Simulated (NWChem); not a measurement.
# B3LYP5/6-31G(d,p) (spherical functions) run of [HF2]− (SMILES F[H-]F)

What is the vertical electron affinity of [HF2]− at B3LYP5/6-31G** (spherical functions)? 

The calculation is run with NWChem 7.3.0.

3 further runs of the same task are left out: 3 set aside as unsound or not needed.

### 1 The molecule

[HF2]−: 3 atoms, total charge -1, spin state singlet. SMILES: `F[H-]F`. The shape is that of a PBE0-D4/def2-TZVPD optimisation.

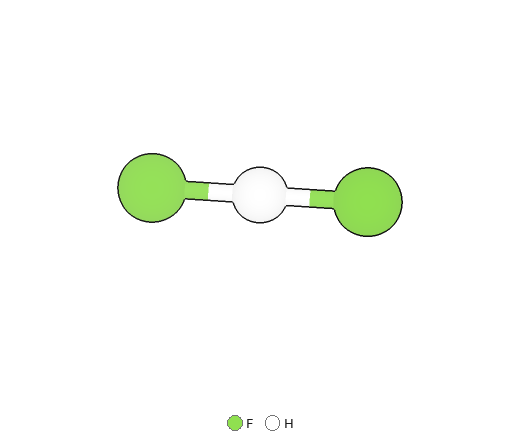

The structure, seen from a chosen angle (fluorine green, hydrogen white).

### 2 A single-point energy at B3LYP5/6-31G(d,p) (spherical functions)

m1.nw reads:

```
start m1
title "F2H"
memory total 2200 mb
charge -1
geometry units atomic noautoz
 F     -1.83908146     0.65082168    -0.92785553
 H      0.00000000     0.00000000     0.00000000
 F      1.83908146    -0.65082168     0.92785553
end
basis spherical bse
 * library 6-31G**
end
dft
 xc vwn_5 0.19 lyp 0.81 hfexch 0.20 slater 0.80 becke88 nonlocal 0.72
 grid xfine
 convergence energy 1e-06
 direct
 mulliken
 noprint "final vectors analysis"
end
task dft energy
```

The run is started by

```sh
$ nwchem m1.nw > m1.out
```

The program printed, shortened:

```text
[...]
 Group name             D4h
[...]
          Wavefunction type:  closed shell.
          No. of atoms     :     3
          No. of electrons :    20
[...]
          Charge           :    -1
          Spin multiplicity:     1
[...]
          AO basis - number of functions:    33
[...]
              XC Information
              --------------
                     Hartree-Fock (Exact) Exchange  0.200
                        Slater Exchange Functional  0.800 local
                    Becke 1988 Exchange Functional  0.720 non-local
                      VWN V Correlation Functional  0.190 local
              Lee-Yang-Parr Correlation Functional  0.810
[...]
 d= 0,ls=0.0,diis     1   -200.1505732481 -2.27D+02  1.90D-02  7.85D-01     0.1
[...]
 d= 0,ls=0.0,diis     6   -200.2115467025 -6.97D-09  3.73D-07  1.33D-09     0.3
         Total DFT energy =     -200.211546702492
      One electron energy =     -341.554233505862
           Coulomb energy =      135.921815525121
    Exchange-Corr. energy =      -21.659254373213
 Nuclear repulsion energy =       27.080125651462
[...]
      Total Density - Mulliken Population Analysis
     ---------------------------------------------
    Atom       Charge   Shell Charges
 -----------   ------   -------------------------------------------------------
    1 F    9     9.71   2.00  0.90  3.32  1.06  2.42  0.00
    2 H    1     0.57   0.36  0.15  0.06
    3 F    9     9.71   2.00  0.90  3.32  1.06  2.42  0.00
[...]
```

Wall time 0.74 s (1 thread of Intel Xeon 6975P-C (Granite Rapids), shared host); peak memory 0.11 GiB.

### 3 Doublet [HF2]2−

mymol.xyz reads:

```xyz
3

F     -0.973200     0.344400    -0.491000
H      0.000000     0.000000     0.000000
F      0.973200    -0.344400     0.491000
```

run.py reads:

```python
from ase.io import read
from ase.calculators.nwchem import NWChem

molecule = read('mymol.xyz')

calc = NWChem(
    label='mymol',
    theory='dft',
    memory='2200 mb',
    basis='6-31G**',
    basispar='spherical bse',
    charge=-2,
    dft={'xc': 'vwn_5 0.19 lyp 0.81 hfexch 0.20 slater 0.80 becke88 nonlocal 0.72', 'mult': '2', 'grid': 'xfine', 'convergence': 'energy 1e-06', 'direct': None, 'iterations': '150', 'mulliken': None},
    task='energy',
)
molecule.calc = calc

e = molecule.get_potential_energy()
print(f"E = {e:.6f} eV")
```

The run is started by

```sh
$ export ASE_NWCHEM_COMMAND="nwchem PREFIX.nwi > PREFIX.nwo"
$ python run.py
```

The program printed:

```text
E = -5430.623626 eV
```

The calculator wrote mymol.nwi:

```
title "mymol"

permanent_dir mymol

scratch_dir mymol

start mymol

geometry units angstrom nocenter noautosym noautoz
  F  -9.7319999999999995e-01 3.4439999999999998e-01 -4.9099999999999999e-01
  H  0.0000000000000000e+00 0.0000000000000000e+00 0.0000000000000000e+00
  F  9.7319999999999995e-01 -3.4439999999999998e-01 4.9099999999999999e-01
end

charge -2

memory 2200 mb

basis spherical bse noprint
   * library 6-31G**
end

dft
  xc vwn_5 0.19 lyp 0.81 hfexch 0.20 slater 0.80 becke88 nonlocal 0.72
  mult 2
  grid xfine
  convergence energy 1e-06
  direct
  iterations 150
  mulliken
end

task dft energy
```

mymol.nwo, shortened:

```text
[...]
          Wavefunction type:  spin polarized.
          No. of atoms     :     3
          No. of electrons :    21
[...]
          Charge           :    -2
          Spin multiplicity:     2
[...]
          AO basis - number of functions:    33
[...]
              XC Information
              --------------
                     Hartree-Fock (Exact) Exchange  0.200
                        Slater Exchange Functional  0.800 local
                    Becke 1988 Exchange Functional  0.720 non-local
                      VWN V Correlation Functional  0.190 local
              Lee-Yang-Parr Correlation Functional  0.810
[...]
 d= 0,ls=0.0,diis     1   -199.2119594317 -2.26D+02  7.35D-02  1.29D+00     0.4
[...]
 d= 0,ls=0.0,diis     6   -199.5717388633 -3.31D-07  4.14D-06  5.00D-09     2.0
[...]
         Total DFT energy =     -199.571738863307
      One electron energy =     -347.716386713209
           Coulomb energy =      143.053060244411
    Exchange-Corr. energy =      -21.988539972900
 Nuclear repulsion energy =       27.080127578391
[...]
      Total Density - Mulliken Population Analysis
     ---------------------------------------------
    Atom       Charge   Shell Charges
 -----------   ------   -------------------------------------------------------
    1 F    9     9.69   2.00  0.91  3.30  0.99  2.49  0.00
    2 H    1     1.63   0.34  1.24  0.05
    3 F    9     9.69   2.00  0.91  3.30  0.99  2.49  0.00
[...]
      <S2> =      0.7502 (Exact =     0.7500)
[...]
```

It took 2.9 s on 1 thread of Intel Xeon 6975P-C (Granite Rapids), shared host; peak memory 0.12 GiB.

### 4 Outcome

At B3LYP5/6-31G** (spherical functions):

| quantity | value |
| --- | --- |
| singlet [HF2]−: total energy | -200.21155 Eh |
| doublet [HF2]2−: total energy | -199.57174 Eh |
| doublet [HF2]2−: HOMO energy (highest over α and β) | 20.52 eV |
| doublet [HF2]2−: LUMO energy (lowest over α and β) | 23.56 eV |
| doublet [HF2]2−: ⟨S²⟩ | 0.750 |
| vertical electron affinity (to the doublet dianion) | -17.410 eV |

**Reading.** The dianion lies 17.41 eV (401 kcal/mol) above the anion: the electron isn't bound at this level, and such a value depends on the basis. Without diffuse functions anions come out too high. The HOMO (doublet [HF2]2−) lies at positive energy, 20.52 eV; only total energies tell whether the electron is bound.
